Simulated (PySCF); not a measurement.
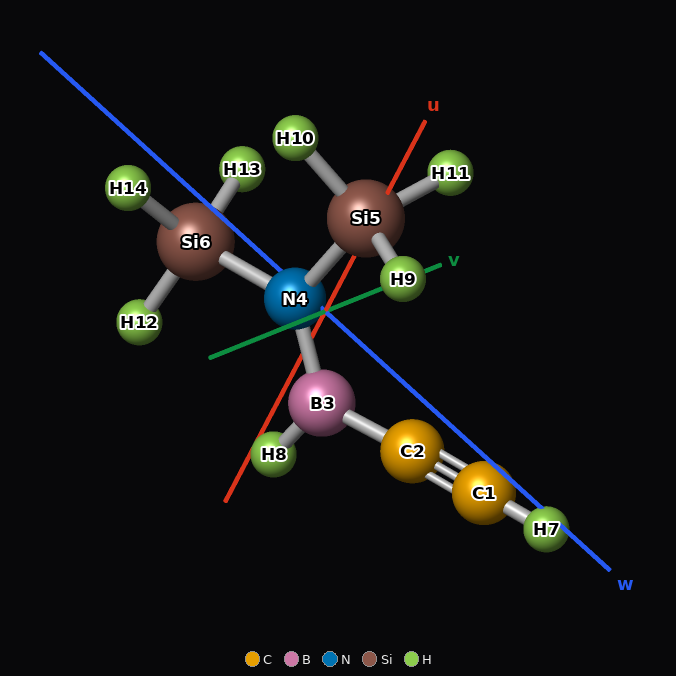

The lines u, v and w are the principal axes of the static dipole polarisability. The geometry was computed by an optimisation with GFN2-xTB. No frequency run is at hand to confirm it as a minimum. Level of theory: CAM-B3LYP/def2-SVPD (PySCF 2.14.0).

**Along which axis is the molecule most polarisable, and along which least?**

Most along w (close to the long direction C1···Si6), least along v.

**Give the three principal values.**

u 89.9, v 72.2, w 121.5 bohr³; mean 94.5, anisotropy 43.2 bohr³.

The geometry is semi-empirical. Around B, Si such bond lengths and angles can be off by a tenth of an ångström or more and by several degrees, and values that hang on the shape move with them.
